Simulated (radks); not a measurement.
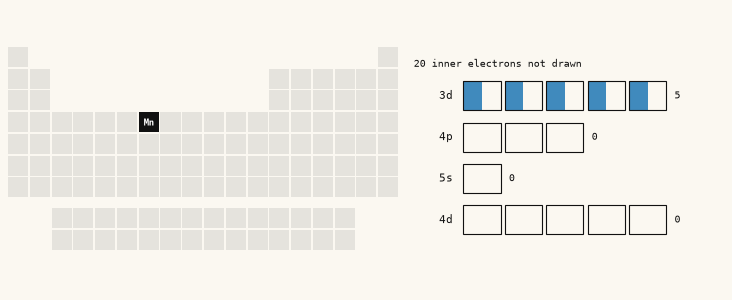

Left, the place of manganese in the periodic table; right, the outer shells as the input fills them: a box for each of the 2l + 1 orbitals, shaded by the share of the shell that is filled, with the electron count at the right.

Run report: Mn, atomic calculation

- system: the neutral manganese atom in the configuration [Ar] 3d5 4s2 (high spin). It sits in a hard spherical wall of radius 2 bohr.
- method: non-relativistic Kohn-Sham, PBEsol, spin-polarised, spherical densities, point nucleus (the in-house radial solver radks)

Results in brief:

| quantity | value |
| --- | --- |
| outcome | converged |
| total energy | −1140.7133 hartree |
| kinetic energy | 1177.0180 hartree |
| electron–nucleus energy | −2790.8590 hartree |
| Hartree energy | 526.291796 hartree |
| exchange–correlation energy | −53.163995 hartree |
| radius at density 0.001 e/bohr³ | 1.96 bohr |
| pressure on the wall | 11000 GPa |
| SCF iterations | 13 |
| hardware | 1 CPU thread, shared host |

Input:
```
Z 25
configuration [Ar] 3d5 4s2 4p0 5s0 4d0
relativity non-relativistic
functional pbe_sol,pbe_sol
spin polarised
nucleus point
wall 2 bohr
```

Energies in input and log are in hartree, lengths in bohr.

Output:
```
1s      1   1.0000        -231.77914890
2s      1   1.0000         -24.88286578
2p      1   3.0000         -21.01749022
3s      1   1.0000          -1.64878788
3p      1   3.0000          -0.54291553
3d      1   5.0000           1.32162488
4s      1   1.0000           3.59421198
4p      1   0.0000           4.21504916
5s      1   0.0000          11.55586010
4d      1   0.0000           5.10513327
1s      2   1.0000        -231.77958063
2s      2   1.0000         -24.78886542
2p      2   3.0000         -20.94677640
3s      2   1.0000          -1.43772049
3p      2   3.0000          -0.33557873
3d      2   0.0000           1.52808032
4s      2   1.0000           3.73450474
4p      2   0.0000           4.35847508
5s      2   0.0000          11.71120021
4d      2   0.0000           5.26029414
Etot -1140.7132649863054
Ekin 1177.0179774350718
Encl -2790.859042619538
Eh 526.2917955625046
Exc -53.163995364343855
err 1.73707075052027e-09
it 13
```

Orbitals:

```tsv
orbital	occupation	energy (eV)	⟨r⟩ (bohr)	outer maximum (bohr)
1s down	1	−6307.0	0.06161	0.0406
1s up	1	−6307.0	0.06162	0.0406
2s up	1	−677.097	0.2837	0.236
2s down	1	−674.539	0.2831	0.236
2p up	3	−571.915	0.2495	0.190
2p down	3	−569.991	0.2488	0.190
3s up	1	−44.866	0.8639	0.761
3s down	1	−39.122	0.8681	0.763
3p up	3	−14.773	0.8888	0.779
3p down	3	−9.132	0.8944	0.781
3d up	5	35.963	0.9172	0.789
3d down	0	41.581	0.9263	0.800
4s up	1	97.803	1.205	1.46
4s down	1	101.621	1.206	1.46
4p up	0	114.697	1.174	1.47
4p down	0	118.600	1.174	1.48
4d up	0	138.918	1.094	1.48
4d down	0	143.140	1.090	1.48
5s up	0	314.451	1.146	1.68
5s down	0	318.678	1.145	1.68
```

Slater integrals of the outer shells (hartree):

| integral | value |
| --- | --- |
| F0(4s,4s) | 0.7428 |
| F0(4s,3d) | 0.8257 |
| G2(4s,3d) | 0.1530 |
| F0(4s,3p) | 0.8348 |
| G1(4s,3p) | 0.1382 |
| F0(4s,3s) | 0.8425 |
| G0(4s,3s) | 0.1001 |
| F0(4s,4p) | 0.7535 |
| G1(4s,4p) | 0.4769 |
| F0(3d,3d) | 0.9785 |
| F2(3d,3d) | 0.4908 |
| F4(3d,3d) | 0.3143 |
| F0(3d,3p) | 0.9905 |
| F2(3d,3p) | 0.4972 |
| G1(3d,3p) | 0.6157 |
| G3(3d,3p) | 0.3825 |
| F0(3d,3s) | 1.0047 |
| G2(3d,3s) | 0.4747 |
| F0(3d,4p) | 0.8424 |
| F2(3d,4p) | 0.3618 |

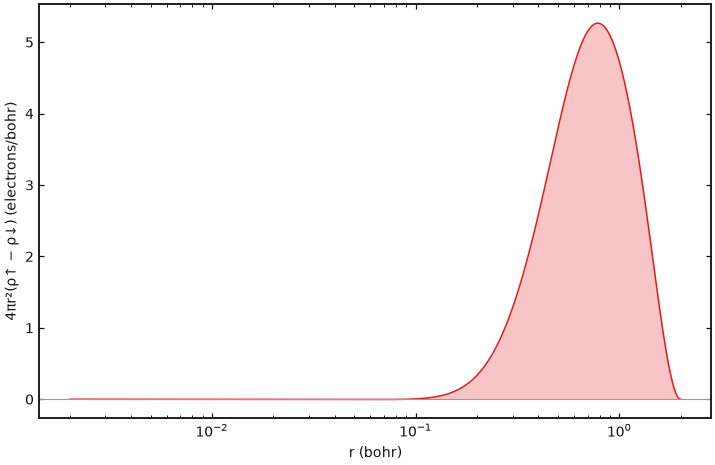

The radial spin density. The curve integrates to 5 unpaired electrons, held by 3d (+5). Its largest value, 5.27 electrons/bohr, lies near r = 0.78 bohr. Regions of the opposite sign are negligible. At the nucleus the spin density is −0.954 bohr⁻³.

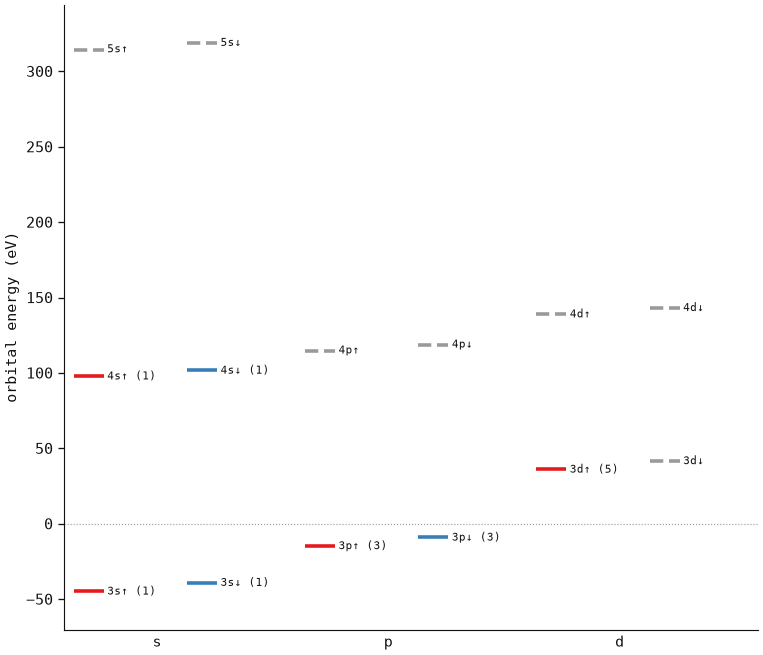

The outer levels are drawn (occupations in brackets, up spins at the left of each column and down spins at the right, empty levels dashed). The highest occupied level is 4s down at 101.6 eV. The highest 3 occupied levels, from the top down, are 4s down (101.6 eV), 4s up (97.8 eV), 3d up (36.0 eV). The largest exchange splitting (down less up) among the shells drawn in both spins is that of 3s, 5.74 eV. The wall pushes the highest level above zero, where only the wall holds the electron in. The order isn't aufbau: the empty 3d down level lies under the highest occupied one.

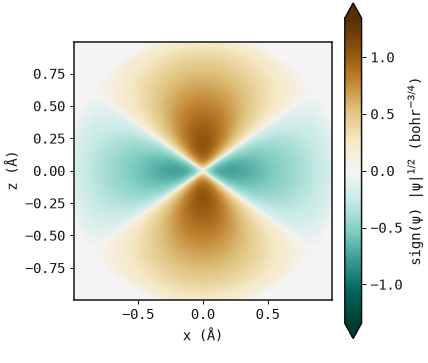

The 3d(z²) orbital of down spin. In the xz plane through the nucleus, the colour gives the signed square root of ψ. (1 bohr = 0.529 Å.) The radial function comes from the spherical calculation and is multiplied by a real spherical harmonic; the overall sign is chosen so that the largest lobe of P(r) is positive. It has two nodal cones about z and no radial node. The maximum of P² lies at 0.800 bohr, ⟨r⟩ = 0.926 bohr, 90 % of the charge lies within 1.42 bohr, and the eigenvalue is 41.6 eV (the orbital is empty).

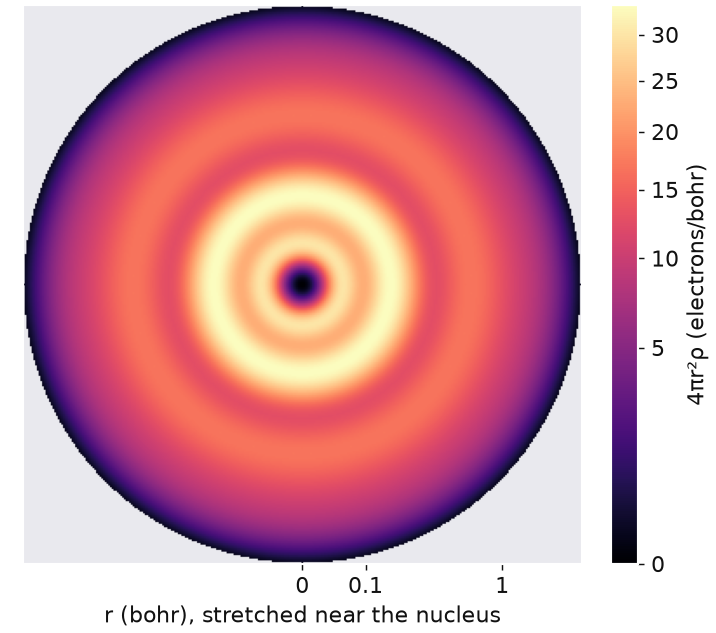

The radial density 4πr²ρ as a disc about the nucleus, with the radius drawn as r to the power 0.5. There are 3 maxima, at r = 0.0430, 0.197 and 0.718 bohr, parted by minima at 0.0942 and 0.455 bohr, inside which lie 2.1 and 10.6 electrons. The configuration has 4 principal shells, so not every shell has a maximum of its own.
